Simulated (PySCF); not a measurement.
Molecule: C₇H₉F, SMILES C=C/C=C(/C=C)CF.

```xyz
17

C      3.2184     0.2465    -0.2622
C      2.0418    -0.2432     0.1272
C      0.7989     0.4314    -0.1355
C     -0.4531     0.0337     0.1753
C     -1.5774     0.8903    -0.1562
C     -2.8532     0.6590     0.1430
C     -0.7574    -1.2728     0.8565
F     -1.2794    -1.0697     2.1182
H      4.1439    -0.2613    -0.0536
H      3.2915     1.1744    -0.8055
H      2.0158    -1.1761     0.6720
H      0.9045     1.3814    -0.6464
H     -1.3154     1.7979    -0.6854
H     -3.1792    -0.2109     0.6855
H     -3.6236     1.3578    -0.1337
H      0.1310    -1.8933     0.9902
H     -1.5141    -1.8329     0.2939
```

Vertical TDDFT excitations, PBE0/def2-SVPD with PySCF, at a GFN2-xTB geometry (no frequency check), gas phase.

**Predict the low-lying singlet excitations and the spectrum.**

The lowest singlet lies at 4.75 eV (261 nm, f = 0.961); the brightest of the first 6 is S1 at 4.75 eV (261 nm), f = 0.961, mainly HOMO → LUMO (98 %). No singlet lies below 3.1 eV (beyond 400 nm), so at this level no vertical transition falls in the visible.


| state | E (eV) | λ (nm) | f | main character |
| --- | --- | --- | --- | --- |
| S1 | 4.75 | 261 | 0.961 | HOMO → LUMO (98 %) |
| S2 | 5.92 | 209 | 0.044 | HOMO−1 → LUMO (68 %) |
| S3 | 6.27 | 198 | 0.002 | HOMO−2 → LUMO (83 %) |
| S4 | 6.29 | 197 | 0.015 | HOMO → LUMO+2 (50 %) |
| S5 | 6.43 | 193 | 0.006 | HOMO → LUMO+3 (90 %) |
| S6 | 6.61 | 188 | 0.002 | HOMO → LUMO+4 (88 %) |

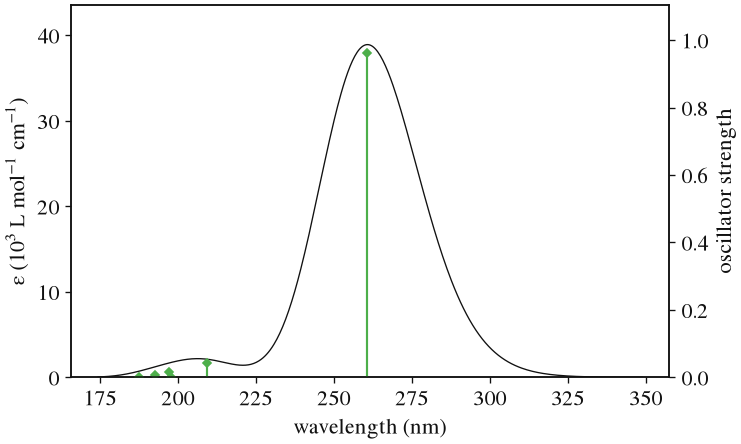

Only the first 6 singlet excitations are included; each is broadened by a Gaussian of 1/e half-width 0.40 eV. Sticks give oscillator strengths (right axis).

Note: states above the negative HOMO energy depend on the basis; the tight-binding geometry is rougher than a DFT one and adds to the error; one conformer of a flexible molecule; core orbitals are frozen in the response.
